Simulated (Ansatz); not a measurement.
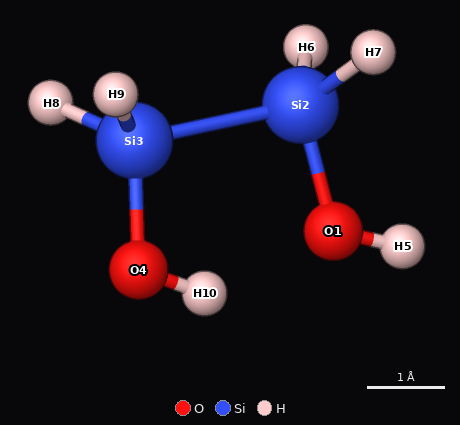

Si₂H₆O₂, before the relaxation. Style: ball-and-stick. Shown at a tilt.

The start comes from PBE-D4/def2-SVP.

The calculation used RKS PBE0-D4/def2-TZVP in Ansatz.

Input file:
```yaml
crystal:
  periodic: [false, false, false]
  atoms:
    - {symbol: O, position_ang: [-1.050249, 0.203860, -1.279166]}
    - {symbol: Si, position_ang: [-0.964977, 0.419879, 0.413948]}
    - {symbol: Si, position_ang: [1.237712, -0.419417, 0.609958]}
    - {symbol: O, position_ang: [1.614013, -0.669921, -1.013428]}
    - {symbol: H, position_ang: [-1.858339, 0.499534, -1.733824]}
    - {symbol: H, position_ang: [-2.048680, -0.359528, 1.120750]}
    - {symbol: H, position_ang: [-1.154234, 1.872289, 0.784840]}
    - {symbol: H, position_ang: [1.299688, -1.695362, 1.409649]}
    - {symbol: H, position_ang: [2.185313, 0.560204, 1.250175]}
    - {symbol: H, position_ang: [0.822854, -0.462739, -1.560000]}
basis:
  gaussian: {orbitals: def2-TZVP}
hamiltonian: {xc: pbe0, dispersion: d4}
relax: {f_tol: 0.005, max_steps: 150}
```

**Where does the relaxation end?**

The largest move after the best rigid fit is that of H10, 0.22 Å. By element the largest moves are H 0.22 Å, O 0.12 Å, Si 0.03 Å. Near-neighbour distances that change, for instance: O1–Si2 1.709 → 1.666 Å, Si3–O4 1.685 → 1.652 Å, O4–H10 0.984 → 0.962 Å, Si2–H6 1.510 → 1.492 Å. Bond angles that change, for instance: Si3–O4–H10 108.9° → 113.9°, O1–Si2–Si3 94.8° → 99.0°, Si2–Si3–O4 100.4° → 104.4°. After 7 geometry steps the energy has fallen by 0.085 eV. The largest force component goes from 0.75 to 0.0023 eV/Å.

History of the run:

```json
{"step": "0", "E − E(0), eV": "0.0000", "largest force component, eV/Å": "0.7506"}
{"step": "1", "E − E(0), eV": "-0.0560", "largest force component, eV/Å": "0.5977"}
{"step": "2", "E − E(0), eV": "-0.0726", "largest force component, eV/Å": "0.3334"}
{"step": "3", "E − E(0), eV": "-0.0797", "largest force component, eV/Å": "0.1294"}
{"step": "4", "E − E(0), eV": "-0.0830", "largest force component, eV/Å": "0.1148"}
{"step": "5", "E − E(0), eV": "-0.0848", "largest force component, eV/Å": "0.0512"}
{"step": "6", "E − E(0), eV": "-0.0852", "largest force component, eV/Å": "0.0100"}
{"step": "7", "E − E(0), eV": "-0.0853", "largest force component, eV/Å": "0.0023"}
```

Final geometry:

```xyz
10

O    -1.1584    0.2536   -1.2660
Si   -0.9721    0.4231    0.3813
Si    1.2192   -0.4127    0.5932
O     1.7054   -0.6930   -0.9605
H    -1.9816    0.5346   -1.6678
H    -2.0118   -0.3533    1.1169
H    -1.1354    1.8493    0.7869
H     1.2611   -1.6690    1.3909
H     2.1380    0.5590    1.2449
H     1.0186   -0.5428   -1.6170
```

After the run, drawn alike:

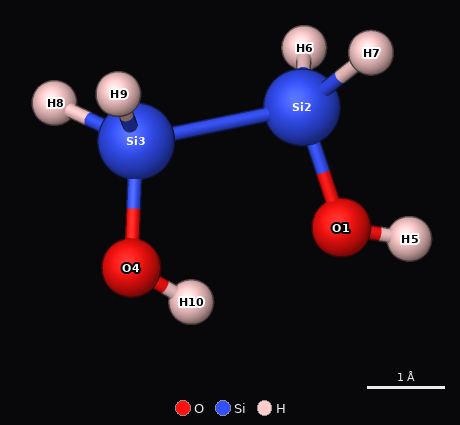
